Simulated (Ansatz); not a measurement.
# C3H10GeO: small, medium and large basis sets

Aim: see how fast density functionals converge with the basis set for C3H10GeO.

The runs use Ansatz 0.2.0, Gaussian basis; one geometry, several basis sets.

Plan: PBE0-D4/def2-SVP; ωB97M-V/def2-SVP; PBE0-D4/def2-QZVPP; ωB97M-V/def2-QZVPP; the functionals' def2-TZVPP values are taken from earlier runs.

### 1 The geometry

An earlier PBE0-D4 in a triple-zeta def2 set relaxation fixed the geometry.

SMILES `[CH3][Ge]([CH3])([CH3])[OH]`, 15 atoms, charge 0, spin multiplicity 1.

Atoms are counted from 1 here; the program's logs count them from 0.

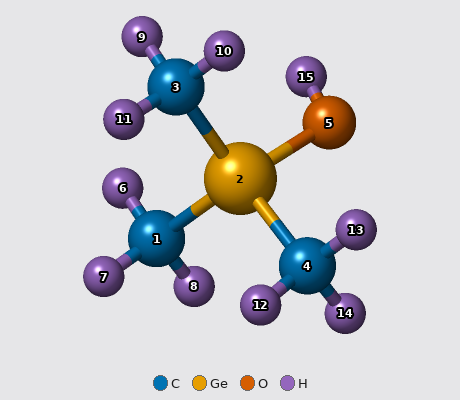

The structure; carbon blue, germanium amber, oxygen orange, hydrogen purple; atoms are numbered from 1 in the order of the file.

### 2 PBE0-D4 in def2-SVP

Input file in.yaml:

```yaml
crystal:
  periodic: [false, false, false]
  atoms:
    - {symbol: C, position_ang: [-1.853697, 0.226721, 0.075129]}
    - {symbol: Ge, position_ang: [0.081973, 0.164081, -0.176691]}
    - {symbol: C, position_ang: [1.011801, 0.351800, 1.530451]}
    - {symbol: C, position_ang: [0.649414, -1.412510, -1.158415]}
    - {symbol: O, position_ang: [0.570127, 1.515300, -1.254070]}
    - {symbol: H, position_ang: [-2.148845, 1.148337, 0.580781]}
    - {symbol: H, position_ang: [-2.189836, -0.616968, 0.681876]}
    - {symbol: H, position_ang: [-2.359398, 0.183739, -0.890734]}
    - {symbol: H, position_ang: [0.714166, 1.273677, 2.034167]}
    - {symbol: H, position_ang: [2.090643, 0.377267, 1.369445]}
    - {symbol: H, position_ang: [0.777937, -0.486982, 2.189772]}
    - {symbol: H, position_ang: [0.410631, -2.321787, -0.603635]}
    - {symbol: H, position_ang: [1.726480, -1.378936, -1.328240]}
    - {symbol: H, position_ang: [0.147039, -1.450940, -2.125973]}
    - {symbol: H, position_ang: [0.349663, 2.376501, -0.894763]}
basis:
  gaussian: {orbitals: def2-SVP}
hamiltonian: {xc: pbe0, dispersion: d4}
output: {orbitals: {seedname: orbitals}}
```

Run with:

```
$ ansatz run in.yaml --threads 4 --pin off --events-out ev --progress --plain --max-ram 11315MiB
```

After this run come: ωB97M-V in def2-SVP; PBE0-D4 in def2-QZVPP; ωB97M-V in def2-QZVPP.

Q: Predict the results of all the runs planned. Wanted: PBE0-D4: double and triple zeta above quadruple; ωB97M-V: double and triple zeta above quadruple.

The runs gave:

| quantity | value |
| --- | --- |
| PBE0-D4: double and triple zeta above quadruple | 14.98, 1.54 eV |
| ωB97M-V: double and triple zeta above quadruple | 15.24, 1.50 eV |

In words: For PBE0-D4 the step from double to triple zeta gains 13.44 eV and the next only 1.54 eV. Total energies overstate the basis error of differences, where much of it tends to cancel. The LUMO of ωB97M-V is positive and keeps falling with the basis (2.86 to 1.41 eV): an unbound level that the basis holds in place.
